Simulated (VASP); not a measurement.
# MnGa4: structure and properties in VASP, part 2 of 2

Wanted: the relaxed cell of MnGa4 and its properties. The start is a computed cell from the Materials Project.

VASP 6.6.1, plane waves and PAW; the level of theory is named at each step.

Still holding for the runs below: The magnetic order is the lowest of the few collinear ones that converged above; longer or canted patterns were not tried. The cell is doubled for it, so bands and modes from the zone boundary of the chemical cell fold onto Γ and the labels are those of the larger cell.

So far. Step 8 (Band structure (optB86b-vdW)): There is no gap at this level. Step 9 (Density of states (optB86b-vdW)): The finer mesh and the other smearing move the Fermi level by +0.04 eV from the 7×7×7 run, a small shift, which tests the Fermi level alone. Of the states within 0.3 eV of the Fermi level, the largest shares in the PAW spheres are Mn d 40 % and Ga p 25 %. The rest lies in smaller channels or between the spheres. The relaxed cell has a = 5.544 Å (conventional setting).

### 10. Vibrations at Γ (optB86b-vdW)

Zone-centre modes test whether the atoms sit at a minimum within this cell. IBRION = 6 takes the force constants from differences of forces between displaced cells, so the forces must be tight.

File INCAR:

```
SYSTEM = MnGa4
PREC = Accurate
ENCUT = 400
EDIFF = 1E-08
NELM = 100
ISMEAR = 1
SIGMA = 0.2
LREAL = .FALSE.
ALGO = Normal
GGA = MK
AGGAC = 0
LUSE_VDW = .TRUE.
PARAM1 = 0.1234
PARAM2 = 1
LASPH = .TRUE.
NBANDS = 85
ISPIN = 2
MAGMOM = 1.055 -1.055 0 0 0 0 0 0 0 0
LMAXMIX = 4
LORBIT = 11
LWAVE = .FALSE.
LCHARG = .FALSE.
KPAR = 8
IBRION = 6
NFREE = 2
POTIM = 0.015
ISIF = 2
NSW = 1
```

File POSCAR:

```
MnGa4
1.0
   -5.5437287800      5.5437287800      5.5437287800
    0.0000000000      0.0000000000      5.5437287800
    0.0000000000      5.5437287800      0.0000000000
Mn Ga
2 8
Direct
    0.0000000000      0.0000000000      0.0000000000
    0.5000000000      0.0000000000      0.0000000000
    0.7500000000      0.0000000000      0.5000000000
    0.2500000000      0.0000000000      0.5000000000
    0.7500000000      0.5000000000      0.0000000000
    0.2500000000      0.5000000000      0.0000000000
    0.2500000000      0.0000000000      0.0000000000
    0.7500000000      0.0000000000      0.0000000000
    0.7500000000      0.5000000000      0.5000000000
    0.2500000000      0.5000000000      0.5000000000
```

File KPOINTS:

```
Automatic mesh
0
Gamma
8 8 8
0 0 0
```

The projector-augmented-wave data sets are Mn_pv and Ga_d (PBE family, release 64).

Started as:

```
> mpirun -np 8 vasp_std
```

It took 20 min on 8 MPI ranks of AMD EPYC 9R45, shared host; peak memory 25 GiB.

The last energy, forces, stress and levels in OUTCAR belong to the last displaced cell, not to the cell of POSCAR.

Numbers from this step:

```yaml
bands: 85
irreducible_k_points: 35
pressure_of_the_cell: 0.003943 GPa
largest_force_of_the_cell: 0 eV/Å
```

The modes at Γ (shares of kinetic energy by element, %):

| mode | frequency (cm⁻¹) | Mn % | Ga % |
| --- | --- | --- | --- |
| 1 | -0.2 | 16 | 84 |
| 2 | -0.2 | 16 | 84 |
| 3 | -0.2 | 16 | 84 |
| 4 | 45.0 | 0 | 100 |
| 5 | 45.0 | 0 | 100 |
| 6 | 45.0 | 0 | 100 |
| 7 | 50.9 | 0 | 100 |
| 8 | 50.9 | 0 | 100 |
| 9 | 119.6 | 0 | 100 |
| 10 | 119.6 | 0 | 100 |
| 11 | 119.6 | 0 | 100 |
| 12 | 153.9 | 0 | 100 |
| 13 | 153.9 | 0 | 100 |
| 14 | 153.9 | 0 | 100 |
| 15 | 176.8 | 25 | 75 |
| 16 | 176.8 | 25 | 75 |
| 17 | 176.8 | 25 | 75 |
| 18 | 184.2 | 0 | 100 |
| 19 | 184.2 | 0 | 100 |
| 20 | 201.0 | 0 | 100 |
| 21 | 229.0 | 0 | 100 |
| 22 | 229.0 | 0 | 100 |
| 23 | 229.0 | 0 | 100 |
| 24 | 282.7 | 0 | 100 |
| 25 | 291.2 | 100 | 0 |
| 26 | 291.2 | 100 | 0 |
| 27 | 291.2 | 100 | 0 |
| 28 | 341.5 | 59 | 41 |
| 29 | 341.5 | 59 | 41 |
| 30 | 341.5 | 59 | 41 |

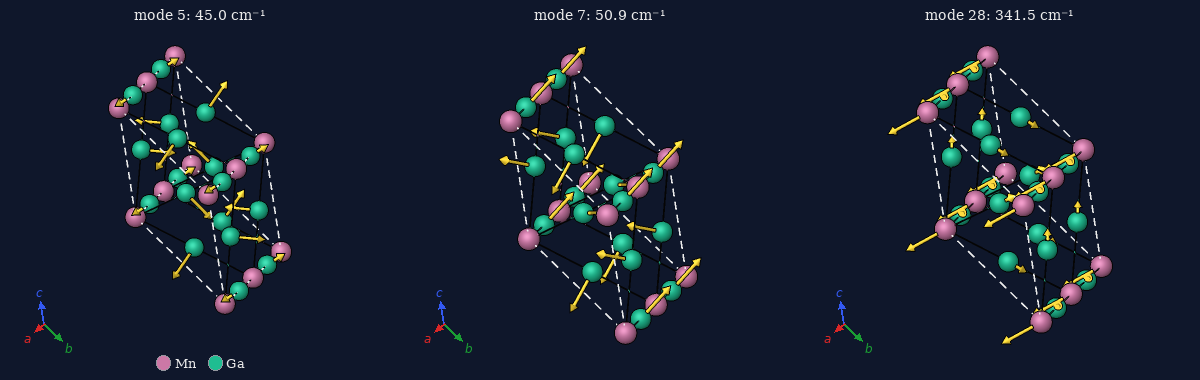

Displacement patterns of modes 5, 7 and 28 at Γ; arrows are exaggerated. Some periodic images of atoms are drawn too.

The three acoustic modes lie within 0.2 cm⁻¹ of zero, and all others are real.

### 11. Electric field gradients (optB86b-vdW)

Field gradients probe how far the charge around each nucleus departs from cubic symmetry; LASPH keeps the non-spherical terms inside the spheres.

INCAR, as its differences from that of step 10:

```diff
@@ -3,3 +3,3 @@
 ENCUT = 400
-EDIFF = 1E-08
+EDIFF = 1E-07
 NELM = 100
@@ -23,6 +23,2 @@
 KPAR = 8
-IBRION = 6
-NFREE = 2
-POTIM = 0.015
-ISIF = 2
-NSW = 1
+LEFG = .TRUE.
```

POSCAR is that of step 10.

File KPOINTS:

```
Automatic mesh
0
Gamma
7 7 7
0 0 0
```

Started as:

```
> mpirun -np 8 vasp_std
```

Wall time 2.3 min (8 MPI ranks); peak memory 7.4 GiB; 18 min of CPU time.

Numbers from this step:

| Quantity | Value |
| --- | --- |
| SCF cycles | 18 |
| irreducible k-points | 20 |
| free energy (TOTEN) | -10.36 eV |
| Fermi energy | 6.156 eV |
| pressure | -0.004924 GPa |

Electric field gradients, by row:

| atom | Vxx (V/Å²) | Vyy (V/Å²) | Vzz (V/Å²) | asymmetry |
| --- | --- | --- | --- | --- |
| Mn1 | 0.019 | 0.007 | -0.026 | - |
| Mn2 | 0.019 | 0.007 | -0.026 | - |
| Ga3 | 76.22 | 76.2 | -152.4 | 0 |
| Ga4 | 76.22 | 76.2 | -152.4 | 0 |
| Ga5 | 76.22 | 76.2 | -152.4 | 0 |
| Ga6 | 76.22 | 76.2 | -152.4 | 0 |
| Ga7 | 76.22 | 76.21 | -152.4 | 0 |
| Ga8 | 76.22 | 76.21 | -152.4 | 0 |
| Ga9 | 76.21 | 76.2 | -152.4 | 0 |
| Ga10 | 76.21 | 76.2 | -152.4 | 0 |

The largest gradient, -152.43 V/Å², sits on Ga7 and like sites; times the quadrupole moment of a nucleus that has one, it gives the coupling that NMR and NQR see.

### 12. Total energy, forces and stress (optB86b-vdW), changed input

This run is made with a changed input; what comes of it follows.

INCAR, as its differences from that of step 11:

```diff
@@ -2,5 +2,4 @@
 PREC = Accurate
-ENCUT = 400
-EDIFF = 1E-07
-NELM = 100
+EDIFF = 1E-06
+NELM = 58
 ISMEAR = 1
@@ -23,2 +22,3 @@
 KPAR = 8
-LEFG = .TRUE.
+ISIF = 2
+ENCUTT = 520
```

POSCAR is that of step 11.

KPOINTS is that of step 11.

Started as:

```
> mpirun -np 8 vasp_std
```

It took 71 s on 8 MPI ranks; peak memory 4.9 GiB; 9.3 min of CPU time.

The run converged, but on settings that are not sound, so its numbers are not to be trusted.

Against the sound run on this cell (magnetic order: antiferromagnetic, q = (1/2, 1/2, 1/2)) the energy at zero smearing moves by +1.2 meV an atom and the pressure by -0.86 GPa.

The fault in the input: misspelt tag (ENCUTT = 520). VASP ignores tags that it doesn't know, so the default applied; correct the spelling.

### 13. What came out

- relaxed volume: 17.04 Å³/atom
- relaxed conventional cell a, b, c: 5.544, 5.544, 5.544 Å
- space group after relaxing, within 0.02 Å: Im-3m (No. 229)
- moment of the cell (10×10×10 mesh): 0 μB
- largest site moment (10×10×10 mesh): 1.08 μB on Mn1
- band gap: none, a metal
- DOS at the Fermi level, cell of 10 atoms: 3.34 states/eV/cell
- highest zone-centre mode: 342 cm⁻¹
- largest field gradient Vzz: -152.43 V/Å² on Ga7

**Reading.** With optB86b-vdW, MnGa4 relaxes to 17.04 Å³/atom in space group Im-3m, comes out as a metal and keeps moments of up to 1.08 μB (10×10×10 mesh). Band structure (optB86b-vdW): Of the bands kept, 3 cross the Fermi level on this path. Vibrations at Γ (optB86b-vdW): The highest mode in this list at Γ, 341.5 cm⁻¹, has its largest share on Mn (59 % of the kinetic energy). Spin-orbit coupling is left out; it would split some degenerate bands. Only a few collinear orders were tried, on the cell as listed. Modes at Γ alone can't show that the crystal is stable at other wave vectors. No search among competing phases was made, and a listed structure need not be the one stable at ambient conditions. All values are for a static lattice at zero temperature.

Computed beside measured:

| quantity | measured | optB86b-vdW |
| --- | --- | --- |
| moment of Mn (spin part, within the PAW sphere) (μB) | 0.8 | 1.08 (+35.4 %) |

Measured values from arxiv:1802.03256 (2018).

**Verdict.** The moment of Mn is off by +35.4 %.

[Lines on the potential files, build, host, timing and source positions are cut from VASP's logs without a mark.]

[Logs are printed without paths, hosts, clocks, repeated set-up lines and the standing remarks that a program may print on its own settings, such as how far it seeks lower states.]

[Hosts, paths, dates, database ids (printed as entryN), source tags and the programs' standing remarks are cut or masked in the printed files.]

[A measured line is paired with the nearest computed mode of its activity, which favours agreement.]
